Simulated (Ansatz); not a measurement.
Fields on a plane of Zr (hcp, Mg type)

```xyz
2
Lattice="3.1847 0.0000 0.0000 -1.5924 2.7581 0.0000 0.0000 0.0000 5.1172" Properties=species:S:1:pos:R:3 pbc="T T T"
Zr     0.0000     1.8387     3.8379
Zr     1.5924     0.9194     1.2793
```

The slice is a (-1 1 0 2) plane (indices of the conventional cell) through the point (0.667, 0.333, 0.250) (fractional), spanned by u = [110] and v = [1 -1 1] in vectors of this cell: u (3.18 Å) and v (7.52 Å, at 90° to u). It covers one period; positions are fractions (u, v).

Atoms on it: Zr at (0.00, 0.00). Other atoms lie within 1 Å of the plane.

Calculation: PBEsol (plane waves to 420 eV, PAW, scalar-relativistic; Ansatz, an electronic-structure program). k mesh 17×17×9. Near the nuclei the fields are pseudised (PAW); where an atom keeps semicore shells as valence, they peak there. The PAW data are Ansatz's earlier set. Zr is run without spin polarisation. Zr was relaxed with its symmetry unable to fall.

```
|@@@@@@##==::      ::==##@@@@|
|@@@@%%**--..      ..--**%%@@|
|####**==::          ::==**##|
|====--::              ::--==|
|::....                  ....|
|                            |
|                            |
|....                      ..|
|::::....              ....::|
|====--..              ..--==|
|****++--..          ..--++**|
|%%##**==::..      ..::==**##|
|%%%%##++::..      ..::++##%%|
|%%%%**==::..........::==**%%|
|##**++--::..........::--++**|
|++==--::..............::--==|
|::::......................::|
|            ......          |
|            ......          |
|            ......          |
|          ..........        |
|          ..........        |
|            ......          |
|            ......          |
|              ..            |
|                            |
|......                  ....|
|====--::....      ....::--==|
|####**==::..      ..::==**##|
|@@@@%%**--....  ....--**%%@@|
|@@@@@@##++::..  ..::++##@@@@|
|@@@@@@%%++::..  ..::++%%@@@@|
```
Scale: ten equal steps from -0.85 (start of ' ') to 0.63 (end of '@'), in the order ' .:-=+*#%@'. Values: log₁₀ of the valence density in e/Å³. The map has 14 points along u (two characters each, u = 0 at the left) and 32 along v (v = 0 in the bottom row). The scale is logarithmic, as a density can span decades between atoms and voids.

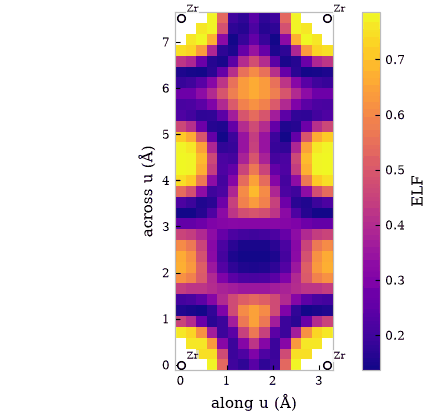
Fig. 1. Electron localisation function (ELF), one period of the plane, atoms marked. Points within 0.5 Å of a nucleus are left white, as the pseudised field means little there.

The density on the Zr–Zr line (3.18 Å) at its midpoint is 0.18 e/Å³ and the ELF at that point is 0.23.
